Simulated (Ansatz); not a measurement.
The calculation's input:

```
crystal:
  periodic: [false, false, false]
  atoms:
    - {symbol: C, position_ang: [-1.154121, -3.544135, 0.268567]}
    - {symbol: C, position_ang: [-2.075293, -0.614070, 0.226985]}
    - {symbol: O, position_ang: [0.588341, -1.400478, -0.727785]}
    - {symbol: Si, position_ang: [-0.597662, -1.757156, 0.402217]}
    - {symbol: H, position_ang: [-1.872471, -3.794509, 1.067138]}
    - {symbol: H, position_ang: [-1.652242, -3.744006, -0.695384]}
    - {symbol: H, position_ang: [-0.300230, -4.234980, 0.355788]}
    - {symbol: H, position_ang: [0.071895, -1.527953, 1.714603]}
    - {symbol: H, position_ang: [-1.770701, 0.443074, 0.287614]}
    - {symbol: H, position_ang: [-2.591550, -0.761337, -0.736891]}
    - {symbol: H, position_ang: [-2.813210, -0.797934, 1.025804]}
    - {symbol: H, position_ang: [0.341452, -1.492482, -1.654730]}
basis:
  gaussian:
    orbitals: def2-TZVPD
total_charge: 0
hamiltonian:
  xc: pbe0
output:
  forces: true
  orbitals: {seedname: orbitals}
```

Run with:

```sh
ansatz run input.yaml --threads 2 --pin off --max-ram 4350MiB --events-out events.jsonl --progress --plain --runs-dir runs
```

Geometry: r2SCAN-D4/def2-SVP.

Theory: isolated molecule in a Gaussian basis; Kohn-Sham density functional theory, functional PBE0 in Ansatz 0.2.0.

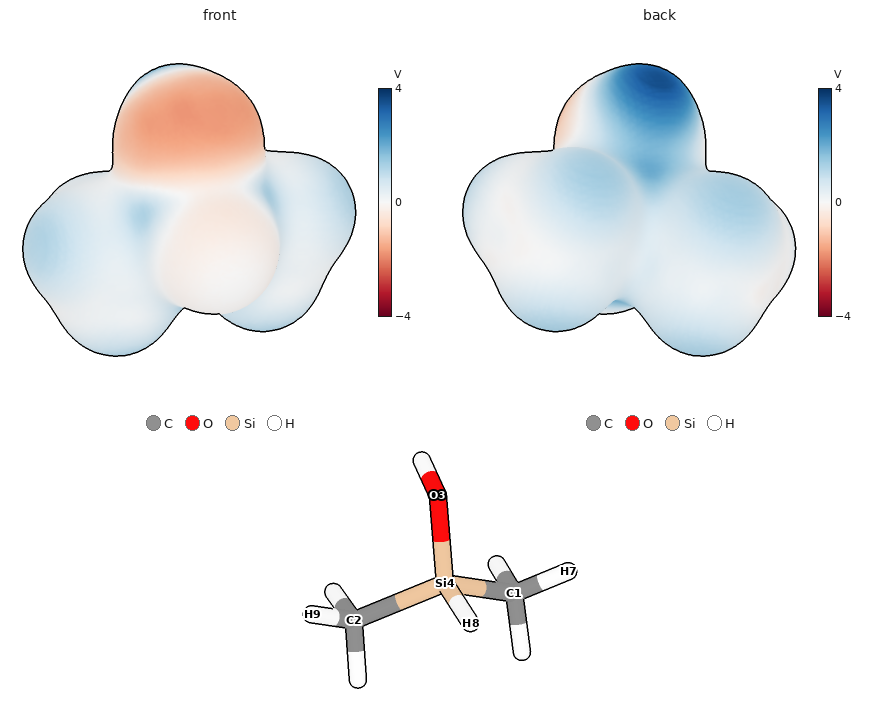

C2H8OSi (SMILES C[SiH](C)O). The molecular electrostatic potential painted on the density surface at 0.004 e/bohr³, seen from the front and from behind; the colour scale runs from red (negative) to blue (positive). The bare structure is drawn below in the same view.

Which sites attract a positive test charge, and which a negative one?

A positive charge is drawn to the negative regions and a negative charge to the positive ones. The most negative region (about −1.7 V) lies over O3, the most positive (about +3.4 V) over H12. O3 is the likeliest acceptor of a hydrogen bond.

What dipole moment does the calculation give?

Its dipole moment is 1.91 D.
